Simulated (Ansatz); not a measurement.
# BS (doublet): PBE0, B3LYP over a scan of the distance B1–S2, 6-31G, part 2 of 2

Ansatz 0.2.0, Gaussian basis; 6-31G, all electrons in the functionals. The steps go on from the part before.

## 14. B3LYP, 1.413 Å

File in.yaml:

```yaml
crystal:
  periodic: [false, false, false]
  atoms:
    - {symbol: B, position_ang: [0.000000, 0.000000, 0.000000]}
    - {symbol: S, position_ang: [0.000000, 0.000000, 1.413000]}
basis:
  gaussian: {orbitals: 6-31G}
magnetization: {spin_polarized: true, initial_magnetization: 1}
hamiltonian: {xc: {name: B3LYP}}
```

The run is started by

```bash
$ ansatz run in.yaml --threads 1 --pin off --events-out ev --progress --plain --max-ram 2393MiB
```

The log of the run, cut to the lines that bear on the results:

```text
Functional definition: B3LYP
  name "B3LYP"
  cite "Stephens, Devlin, Chabalowski & Frisch, J. Phys. Chem. 98, 11623 (1994) doi:10.1021/j100096a001"
  cite "Becke, Phys. Rev. A 38, 3098 (1988) doi:10.1103/PhysRevA.38.3098"
  cite "Lee, Yang & Parr, Phys. Rev. B 37, 785 (1988) doi:10.1103/PhysRevB.37.785"
  cite "Vosko, Wilk & Nusair, Can. J. Phys. 58, 1200 (1980) doi:10.1139/p80-159"
[...]
266 factors; integrals over basis functions are off by at most 1.1e-4 eV
[...]
mean field -11507.09419001 eV, -422.8779116943 hartree, gradient 4.6e-5 eV, S^2 0.760014; 0 other end points of the search recorded, 0 dependent functions left out
reference -11507.09436825 eV, -422.8779182443 hartree; 11, 10 occupied and 11, 12 virtual orbitals, 266 factors
Total energy: -11507.09436825 eV, -422.8779182443 hartree
```

Run time: 0.45 s. Hardware: 1 thread of Arm Neoverse V2, shared host.

From the report: ⟨S²⟩ of the determinant 0.760 (pure doublet: 0.75).

## 15. B3LYP, 1.608 Å

Edit in.yaml of step 14 so:

```diff
@@ -4,3 +4,3 @@
     - {symbol: B, position_ang: [0.000000, 0.000000, 0.000000]}
-    - {symbol: S, position_ang: [0.000000, 0.000000, 1.413000]}
+    - {symbol: S, position_ang: [0.000000, 0.000000, 1.607700]}
 basis:
```

Launched as before.

The log of the run, cut to the lines that bear on the results:

```text
Functional definition: B3LYP
  name "B3LYP"
  cite "Stephens, Devlin, Chabalowski & Frisch, J. Phys. Chem. 98, 11623 (1994) doi:10.1021/j100096a001"
  cite "Becke, Phys. Rev. A 38, 3098 (1988) doi:10.1103/PhysRevA.38.3098"
  cite "Lee, Yang & Parr, Phys. Rev. B 37, 785 (1988) doi:10.1103/PhysRevB.37.785"
  cite "Vosko, Wilk & Nusair, Can. J. Phys. 58, 1200 (1980) doi:10.1139/p80-159"
[...]
266 factors; integrals over basis functions are off by at most 1.6e-4 eV
[...]
mean field -11508.76810311 eV, -422.9394268661 hartree, gradient 3.0e-5 eV, S^2 0.764468; 0 other end points of the search recorded, 0 dependent functions left out
reference -11508.76828706 eV, -422.9394336260 hartree; 11, 10 occupied and 11, 12 virtual orbitals, 266 factors
Total energy: -11508.76828706 eV, -422.9394336260 hartree
```

Wall time 0.46 s (1 thread of Arm Neoverse V2, shared host).

From the report: ⟨S²⟩ of the determinant 0.764 (pure doublet: 0.75).

## 16. B3LYP, 1.780 Å

Edit in.yaml of step 15 so:

```diff
@@ -4,3 +4,3 @@
     - {symbol: B, position_ang: [0.000000, 0.000000, 0.000000]}
-    - {symbol: S, position_ang: [0.000000, 0.000000, 1.607700]}
+    - {symbol: S, position_ang: [0.000000, 0.000000, 1.780000]}
 basis:
```

Launched as before.

The log of the run, cut to the lines that bear on the results:

```text
Functional definition: B3LYP
  name "B3LYP"
  cite "Stephens, Devlin, Chabalowski & Frisch, J. Phys. Chem. 98, 11623 (1994) doi:10.1021/j100096a001"
  cite "Becke, Phys. Rev. A 38, 3098 (1988) doi:10.1103/PhysRevA.38.3098"
  cite "Lee, Yang & Parr, Phys. Rev. B 37, 785 (1988) doi:10.1103/PhysRevB.37.785"
  cite "Vosko, Wilk & Nusair, Can. J. Phys. 58, 1200 (1980) doi:10.1139/p80-159"
[...]
266 factors; integrals over basis functions are off by at most 1.6e-4 eV
[...]
mean field -11508.58663264 eV, -422.9327579492 hartree, gradient 9.5e-6 eV, S^2 0.767693; 0 other end points of the search recorded, 0 dependent functions left out
reference -11508.58681955 eV, -422.9327648181 hartree; 11, 10 occupied and 11, 12 virtual orbitals, 266 factors
Total energy: -11508.58681955 eV, -422.9327648181 hartree
```

Wall time 0.45 s (1 thread of Arm Neoverse V2, shared host).

From the report: ⟨S²⟩ of the determinant 0.768 (pure doublet: 0.75).

From 1.608 Å: +17.5 kJ/mol.

## 17. B3LYP, 1.980 Å

Edit in.yaml of step 16 so:

```diff
@@ -4,3 +4,3 @@
     - {symbol: B, position_ang: [0.000000, 0.000000, 0.000000]}
-    - {symbol: S, position_ang: [0.000000, 0.000000, 1.780000]}
+    - {symbol: S, position_ang: [0.000000, 0.000000, 1.980000]}
 basis:
```

The command is unchanged.

The log of the run, cut to the lines that bear on the results:

```text
Functional definition: B3LYP
  name "B3LYP"
  cite "Stephens, Devlin, Chabalowski & Frisch, J. Phys. Chem. 98, 11623 (1994) doi:10.1021/j100096a001"
  cite "Becke, Phys. Rev. A 38, 3098 (1988) doi:10.1103/PhysRevA.38.3098"
  cite "Lee, Yang & Parr, Phys. Rev. B 37, 785 (1988) doi:10.1103/PhysRevB.37.785"
  cite "Vosko, Wilk & Nusair, Can. J. Phys. 58, 1200 (1980) doi:10.1139/p80-159"
[...]
266 factors; integrals over basis functions are off by at most 1.6e-4 eV
[...]
mean field -11507.68486289 eV, -422.8996185224 hartree, gradient 1.2e-5 eV, S^2 0.767073; 1 other end points of the search recorded, 0 dependent functions left out
reference -11507.68505140 eV, -422.8996254497 hartree; 11, 10 occupied and 11, 12 virtual orbitals, 266 factors
Total energy: -11507.68505140 eV, -422.8996254497 hartree
```

Wall time 0.51 s (1 thread of Arm Neoverse V2, shared host).

From the report: ⟨S²⟩ of the determinant 0.767 (pure doublet: 0.75).

From 1.608 Å: +104.5 kJ/mol.

## 18. B3LYP, 2.196 Å

Edit in.yaml of step 17 so:

```diff
@@ -4,3 +4,3 @@
     - {symbol: B, position_ang: [0.000000, 0.000000, 0.000000]}
-    - {symbol: S, position_ang: [0.000000, 0.000000, 1.980000]}
+    - {symbol: S, position_ang: [0.000000, 0.000000, 2.196000]}
 basis:
```

The command is unchanged.

The log of the run, cut to the lines that bear on the results:

```text
Functional definition: B3LYP
  name "B3LYP"
  cite "Stephens, Devlin, Chabalowski & Frisch, J. Phys. Chem. 98, 11623 (1994) doi:10.1021/j100096a001"
  cite "Becke, Phys. Rev. A 38, 3098 (1988) doi:10.1103/PhysRevA.38.3098"
  cite "Lee, Yang & Parr, Phys. Rev. B 37, 785 (1988) doi:10.1103/PhysRevB.37.785"
  cite "Vosko, Wilk & Nusair, Can. J. Phys. 58, 1200 (1980) doi:10.1139/p80-159"
[...]
266 factors; integrals over basis functions are off by at most 2.0e-4 eV
[...]
mean field -11506.64917122 eV, -422.8615575554 hartree, gradient 8.8e-6 eV, S^2 0.809129; 9 other end points of the search recorded, 0 dependent functions left out
reference -11506.64936166 eV, -422.8615645538 hartree; 11, 10 occupied and 11, 12 virtual orbitals, 266 factors
Total energy: -11506.64936166 eV, -422.8615645538 hartree
```

Run time: 2.1 s. Hardware: 1 thread of Arm Neoverse V2, shared host.

From the report: ⟨S²⟩ of the determinant 0.809 (pure doublet: 0.75).

From 1.608 Å: +204.4 kJ/mol.

## 19. B3LYP, 2.568 Å

Edit in.yaml of step 18 so:

```diff
@@ -4,3 +4,3 @@
     - {symbol: B, position_ang: [0.000000, 0.000000, 0.000000]}
-    - {symbol: S, position_ang: [0.000000, 0.000000, 2.196000]}
+    - {symbol: S, position_ang: [0.000000, 0.000000, 2.568000]}
 basis:
```

Launched as before.

The log of the run, cut to the lines that bear on the results:

```text
Functional definition: B3LYP
  name "B3LYP"
  cite "Stephens, Devlin, Chabalowski & Frisch, J. Phys. Chem. 98, 11623 (1994) doi:10.1021/j100096a001"
  cite "Becke, Phys. Rev. A 38, 3098 (1988) doi:10.1103/PhysRevA.38.3098"
  cite "Lee, Yang & Parr, Phys. Rev. B 37, 785 (1988) doi:10.1103/PhysRevB.37.785"
  cite "Vosko, Wilk & Nusair, Can. J. Phys. 58, 1200 (1980) doi:10.1139/p80-159"
[...]
266 factors; integrals over basis functions are off by at most 1.6e-4 eV
[...]
mean field -11505.82384485 eV, -422.8312273706 hartree, gradient 9.2e-6 eV, S^2 0.767729; 9 other end points of the search recorded, 0 dependent functions left out
reference -11505.82403710 eV, -422.8312344356 hartree; 11, 10 occupied and 11, 12 virtual orbitals, 266 factors
Total energy: -11505.82403710 eV, -422.8312344356 hartree
```

Wall time 1.8 s (1 thread of Arm Neoverse V2, shared host).

From the report: ⟨S²⟩ of the determinant 0.768 (pure doublet: 0.75).

From 1.608 Å: +284.1 kJ/mol.

## 20. B3LYP, 2.909 Å

Edit in.yaml of step 19 so:

```diff
@@ -4,3 +4,3 @@
     - {symbol: B, position_ang: [0.000000, 0.000000, 0.000000]}
-    - {symbol: S, position_ang: [0.000000, 0.000000, 2.568000]}
+    - {symbol: S, position_ang: [0.000000, 0.000000, 2.909000]}
 basis:
```

Same command.

The log of the run, cut to the lines that bear on the results:

```text
Functional definition: B3LYP
  name "B3LYP"
  cite "Stephens, Devlin, Chabalowski & Frisch, J. Phys. Chem. 98, 11623 (1994) doi:10.1021/j100096a001"
  cite "Becke, Phys. Rev. A 38, 3098 (1988) doi:10.1103/PhysRevA.38.3098"
  cite "Lee, Yang & Parr, Phys. Rev. B 37, 785 (1988) doi:10.1103/PhysRevB.37.785"
  cite "Vosko, Wilk & Nusair, Can. J. Phys. 58, 1200 (1980) doi:10.1139/p80-159"
[...]
266 factors; integrals over basis functions are off by at most 2.2e-4 eV
[...]
mean field -11505.07263557 eV, -422.8036209389 hartree, gradient 1.1e-5 eV, S^2 0.865771; 11 other end points of the search recorded, 0 dependent functions left out
reference -11505.07283197 eV, -422.8036281563 hartree; 11, 10 occupied and 11, 12 virtual orbitals, 266 factors
Total energy: -11505.07283197 eV, -422.8036281563 hartree
```

Run time: 3 s. Hardware: 1 thread of Arm Neoverse V2, shared host.

From the report: ⟨S²⟩ of the determinant 0.866 (pure doublet: 0.75).

From 1.608 Å: +356.6 kJ/mol.

## 21. B3LYP, 3.515 Å

Edit in.yaml of step 20 so:

```diff
@@ -4,3 +4,3 @@
     - {symbol: B, position_ang: [0.000000, 0.000000, 0.000000]}
-    - {symbol: S, position_ang: [0.000000, 0.000000, 2.909000]}
+    - {symbol: S, position_ang: [0.000000, 0.000000, 3.515000]}
 basis:
```

The command is unchanged.

The log of the run, cut to the lines that bear on the results:

```text
Functional definition: B3LYP
  name "B3LYP"
  cite "Stephens, Devlin, Chabalowski & Frisch, J. Phys. Chem. 98, 11623 (1994) doi:10.1021/j100096a001"
  cite "Becke, Phys. Rev. A 38, 3098 (1988) doi:10.1103/PhysRevA.38.3098"
  cite "Lee, Yang & Parr, Phys. Rev. B 37, 785 (1988) doi:10.1103/PhysRevB.37.785"
  cite "Vosko, Wilk & Nusair, Can. J. Phys. 58, 1200 (1980) doi:10.1139/p80-159"
[...]
266 factors; integrals over basis functions are off by at most 2.5e-4 eV
[...]
mean field -11504.28035688 eV, -422.7745052339 hartree, gradient 6.0e-6 eV, S^2 1.354004; 12 other end points of the search recorded, 0 dependent functions left out
reference -11504.28055584 eV, -422.7745125457 hartree; 11, 10 occupied and 11, 12 virtual orbitals, 266 factors
Total energy: -11504.28055584 eV, -422.7745125457 hartree
```

It took 3.4 s on 1 thread of Arm Neoverse V2, shared host.

From the report: ⟨S²⟩ of the determinant 1.354 (pure doublet: 0.75). The determinant is far from a pure spin state, so its energy mixes those of several spin states (harmless only where they are near-degenerate, as at dissociation).

From 1.608 Å: +433.0 kJ/mol.

## 22. B3LYP, 4.270 Å

Edit in.yaml of step 21 so:

```diff
@@ -4,3 +4,3 @@
     - {symbol: B, position_ang: [0.000000, 0.000000, 0.000000]}
-    - {symbol: S, position_ang: [0.000000, 0.000000, 3.515000]}
+    - {symbol: S, position_ang: [0.000000, 0.000000, 4.270000]}
 basis:
```

The command is unchanged.

The log of the run, cut to the lines that bear on the results:

```text
Functional definition: B3LYP
  name "B3LYP"
  cite "Stephens, Devlin, Chabalowski & Frisch, J. Phys. Chem. 98, 11623 (1994) doi:10.1021/j100096a001"
  cite "Becke, Phys. Rev. A 38, 3098 (1988) doi:10.1103/PhysRevA.38.3098"
  cite "Lee, Yang & Parr, Phys. Rev. B 37, 785 (1988) doi:10.1103/PhysRevB.37.785"
  cite "Vosko, Wilk & Nusair, Can. J. Phys. 58, 1200 (1980) doi:10.1139/p80-159"
[...]
266 factors; integrals over basis functions are off by at most 4.1e-4 eV
[...]
mean field -11503.92620790 eV, -422.7614904992 hartree, gradient 3.0e-6 eV, S^2 1.569237; 9 other end points of the search recorded, 0 dependent functions left out
reference -11503.92641985 eV, -422.7614982879 hartree; 11, 10 occupied and 11, 12 virtual orbitals, 266 factors
Total energy: -11503.92641985 eV, -422.7614982879 hartree
```

Run time: 1.7 s. Hardware: 1 thread of Arm Neoverse V2, shared host.

From the report: ⟨S²⟩ of the determinant 1.569 (pure doublet: 0.75). The determinant is far from a pure spin state, so its energy mixes those of several spin states (harmless only where they are near-degenerate, as at dissociation).

From 1.608 Å: +467.2 kJ/mol.

## 23. B3LYP, 5.451 Å

Edit in.yaml of step 22 so:

```diff
@@ -4,3 +4,3 @@
     - {symbol: B, position_ang: [0.000000, 0.000000, 0.000000]}
-    - {symbol: S, position_ang: [0.000000, 0.000000, 4.270000]}
+    - {symbol: S, position_ang: [0.000000, 0.000000, 5.451000]}
 basis:
```

The command is unchanged.

The log of the run, cut to the lines that bear on the results:

```text
Functional definition: B3LYP
  name "B3LYP"
  cite "Stephens, Devlin, Chabalowski & Frisch, J. Phys. Chem. 98, 11623 (1994) doi:10.1021/j100096a001"
  cite "Becke, Phys. Rev. A 38, 3098 (1988) doi:10.1103/PhysRevA.38.3098"
  cite "Lee, Yang & Parr, Phys. Rev. B 37, 785 (1988) doi:10.1103/PhysRevB.37.785"
  cite "Vosko, Wilk & Nusair, Can. J. Phys. 58, 1200 (1980) doi:10.1139/p80-159"
[...]
266 factors; integrals over basis functions are off by at most 2.1e-4 eV
[...]
mean field -11503.75954694 eV, -422.7553658217 hartree, gradient 7.4e-7 eV, S^2 1.665306; 9 other end points of the search recorded, 0 dependent functions left out
reference -11503.75978624 eV, -422.7553746159 hartree; 11, 10 occupied and 11, 12 virtual orbitals, 266 factors
Total energy: -11503.75978624 eV, -422.7553746159 hartree
```

Wall time 2.2 s (1 thread of Arm Neoverse V2, shared host).

From the report: ⟨S²⟩ of the determinant 1.665 (pure doublet: 0.75). The determinant is far from a pure spin state, so its energy mixes those of several spin states (harmless only where they are near-degenerate, as at dissociation).

From 1.608 Å: +483.2 kJ/mol.

## 24. The comparison

The yardstick is full CI for this spin, exact in this basis with these frozen cores. It comes from earlier runs at the same points. Energies in kJ/mol, counted from 1.608 Å; blanks weren't run or aren't comparable.

| level | 1.261 Å | 1.413 Å | 1.608 Å | 1.780 Å | 1.980 Å | 2.196 Å | 2.568 Å | 2.909 Å | 3.515 Å | 4.270 Å | 5.451 Å |
| --- | --- | --- | --- | --- | --- | --- | --- | --- | --- | --- | --- |
| FCI | 619.2 | 180.4 | 0.0 | 5.7 | 83.5 | 183.7 | 261.8 | 322.7 | 398.5 | 429.6 | 436.5 |
| PBE0 | 577.8 | 159.3 | 0.0 | 21.3 | 114.5 | 220.2 | 304.8 | 380.7 | 457.2 | 491.1 | 505.6 |
| B3LYP | 580.2 | 161.5 | 0.0 | 17.5 | 104.5 | 204.4 | 284.1 | 356.6 | 433.0 | 467.2 | 483.2 |

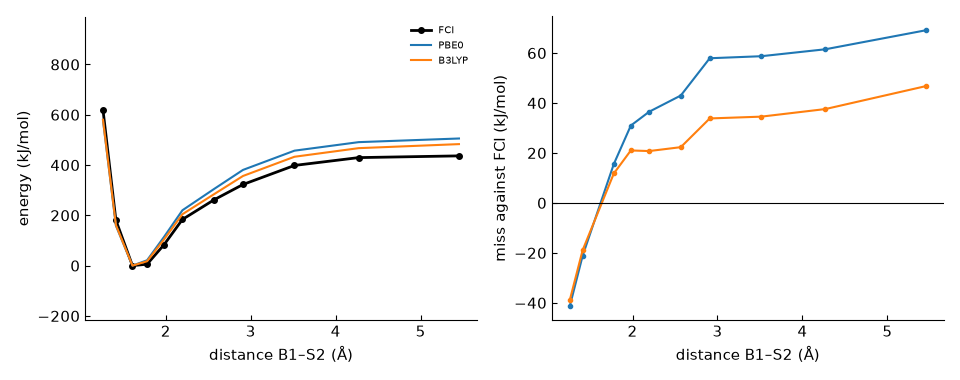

Left: the curves (the axis may cut off levels that run far away). Right: misses against FCI, in the same colours.

Largest miss and mean time a point (FCI took 51 s a point; shared hosts):

| level | largest miss (kJ/mol) | where | time a point |
| --- | --- | --- | --- |
| PBE0 | +69.1 | 5.451 Å | 1.4 s |
| B3LYP | +46.7 | 5.451 Å | 1.5 s |

## 25. Results

What follows sums up all 2 parts.

| quantity | value |
| --- | --- |
| span of the FCI curve | 619.2 kJ/mol |
| largest miss, PBE0 | +69.1 kJ/mol (5.451 Å) |
| largest miss, B3LYP | +46.7 kJ/mol (5.451 Å) |

What this shows: Of the functionals, B3LYP keep the smallest largest miss at the points compared (at most 46.7 kJ/mol) and PBE0 strays most (69.1 kJ/mol, at 5.451 Å). PBE0, B3LYP clearly break the spin symmetry at some points (⟨S²⟩ up to 0.96 above the pure value), so energy there is bought with a mixed spin. Functionals and the yardstick converge differently with the basis, so part of each miss in 6-31G is the basis.
